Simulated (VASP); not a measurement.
Given:

```yaml
crystal:
  lattice:
    - [2.93592, 0.00000, 0.00000]
    - [0.00000, 2.93592, 0.00000]
    - [0.00000, 0.00000, 2.93592]
  atoms:
    - { symbol: B, position: [0.00000, 0.00000, 0.00000] }
    - { symbol: As, position: [0.50000, 0.50000, 0.50000] }
```

All values below come from r2SCAN meta-GGA, VASP's PBE PAW potentials (set 64) (plane waves; VASP). Run with 520 eV cut-off, 14×14×14 Γ-centred mesh, tetrahedra with Blöchl corrections, potentials B As.

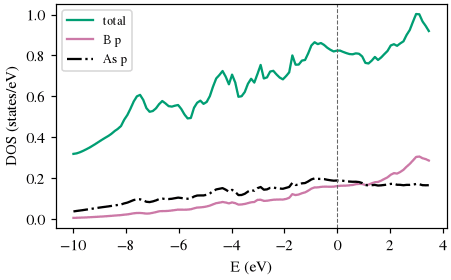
*Total and projected density of states, zero at the Fermi level*

Within 2 eV below the Fermi level the largest weight inside VASP's projection spheres is As p, then B p.

It has no gap at this level: it comes out as a metal or semimetal.

The structure was generated: BAs was put into the CsCl type (Pm-3m), which need not be its known phase. It was relaxed first, which changed the volume by +31 %. VASP warned that the highest band is occupied, so more bands are needed.
